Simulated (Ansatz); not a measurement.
**CH₂FSi radical (SMILES C=[Si]F): one structure at several levels**

Aim: energy, forces and dipole at a structure displaced at random from a GFN2-xTB minimum, from CCSD(T) and from density functionals.

The runs use Ansatz 0.2.0, Gaussian basis; single points in def2-TZVPP.

Correlated methods freeze the cores. Orbitals are unrestricted.

## (1) The system as given

SMILES `C=[Si]F`, 5 atoms, charge 0, spin multiplicity 2.

Atoms are counted from 1 here; the program's logs count them from 0.

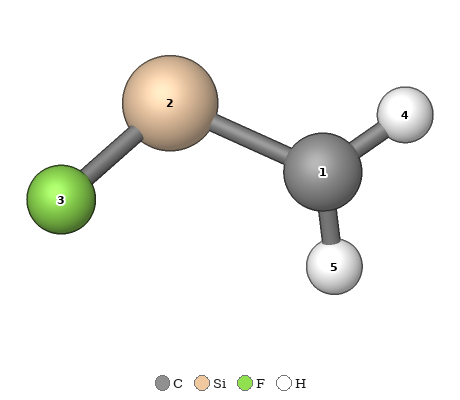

As it starts; carbon grey, silicon light orange, fluorine green, hydrogen white; atoms are numbered from 1 in the order of the file.

As a file:

```xyz
5

C    -0.1993    0.5552   -0.3478
Si    0.1995   -0.4250    1.0831
F     1.2837   -1.5709    0.6749
H    -0.7830    1.4426   -0.2148
H    -0.4965    0.0072   -1.2164
```

## (2) CCSD(T)/def2-TZVPP

Contents of run/in.yaml:

```yaml
crystal:
  periodic: [false, false, false]
  atoms:
    - {symbol: C, position_ang: [-0.199300, 0.555200, -0.347800]}
    - {symbol: Si, position_ang: [0.199500, -0.425000, 1.083100]}
    - {symbol: F, position_ang: [1.283700, -1.570900, 0.674900]}
    - {symbol: H, position_ang: [-0.783000, 1.442600, -0.214800]}
    - {symbol: H, position_ang: [-0.496500, 0.007200, -1.216400]}
basis:
  gaussian: {orbitals: def2-TZVPP}
magnetization: {spin_polarized: true, initial_magnetization: 1}
correlation: {method: ccsd_t}
scf: {omitted_lower_state_checks: [cluster_reference]}
output: {forces: true}
```

The command line of these runs was not kept.

## (3) PBE0-D4/def2-TZVPP

Edit run/in.yaml of step 2 so:

```diff
@@ -11,4 +11,3 @@
 magnetization: {spin_polarized: true, initial_magnetization: 1}
-correlation: {method: ccsd_t}
-scf: {omitted_lower_state_checks: [cluster_reference]}
-output: {forces: true}
+hamiltonian: {xc: pbe0, dispersion: d4}
+output: {forces: true, orbitals: {seedname: orbitals}}
```

## (4) wB97M-V/def2-TZVPP

Edit run/in.yaml of step 3 so:

```diff
@@ -11,3 +11,3 @@
 magnetization: {spin_polarized: true, initial_magnetization: 1}
-hamiltonian: {xc: pbe0, dispersion: d4}
-output: {forces: true, orbitals: {seedname: orbitals}}
+hamiltonian: {xc: {name: wB97M-V}}
+output: {forces: true}
```

## (5) r2SCAN-D4/def2-TZVPP

Edit run/in.yaml of step 4 so:

```diff
@@ -11,3 +11,3 @@
 magnetization: {spin_polarized: true, initial_magnetization: 1}
-hamiltonian: {xc: {name: wB97M-V}}
+hamiltonian: {xc: r2scan, dispersion: d4}
 output: {forces: true}
```

## (6) PBE-D4/def2-TZVPP

Edit run/in.yaml of step 5 so:

```diff
@@ -11,3 +11,3 @@
 magnetization: {spin_polarized: true, initial_magnetization: 1}
-hamiltonian: {xc: r2scan, dispersion: d4}
+hamiltonian: {xc: pbe, dispersion: d4}
 output: {forces: true}
```

## (7) B97M-V/def2-TZVPP

Edit run/in.yaml of step 6 so:

```diff
@@ -11,3 +11,3 @@
 magnetization: {spin_polarized: true, initial_magnetization: 1}
-hamiltonian: {xc: pbe, dispersion: d4}
+hamiltonian: {xc: {name: B97M-V}}
 output: {forces: true}
```

## (8) wB97X-V/def2-TZVPP

Edit run/in.yaml of step 7 so:

```diff
@@ -11,3 +11,3 @@
 magnetization: {spin_polarized: true, initial_magnetization: 1}
-hamiltonian: {xc: {name: B97M-V}}
+hamiltonian: {xc: {name: wB97X-V}}
 output: {forces: true}
```

(Steps that only read results are left out.)

**Question.** What will these runs give? Wanted: energy less free atoms, CCSD(T)/def2-TZVPP; RMS force component; RMS force error; HOMO and LUMO, PBE0-D4; T1 diagnostic.

**Answer**, as computed:

| quantity | value |
| --- | --- |
| energy less free atoms, CCSD(T)/def2-TZVPP | -1706.9 kJ/mol |
| RMS force component | 0.393 to 0.433 eV/Å over the methods |
| RMS force error | PBE0-D4 0.134, wB97M-V 0.102, r2SCAN-D4 0.182, PBE-D4 0.331, B97M-V 0.151, wB97X-V 0.087 eV/Å |
| HOMO and LUMO, PBE0-D4 | -6.96 and -3.57 eV |
| T1 diagnostic | 0.045 |

What this shows: Against CCSD(T) the functionals' energies less atoms differ by -105.5 to -55.2 kJ/mol, PBE-D4 by -105.5 kJ/mol. The reference is not at the basis limit: in triple zeta CCSD(T) underbinds, which counts against methods that bind more; the gaps are no ranking. On forces the order runs from wB97X-V to PBE-D4. Frozen-core CCSD(T) forces in triple zeta carry basis errors of their own, and this is one geometry, so small gaps rank nothing. The T1 diagnostic is large here, over the usual mark for main-group molecules (transition-metal compounds often pass it harmlessly), so CCSD(T) itself may be off. The unrestricted reference is spin-contaminated, which hurts MP2 most.
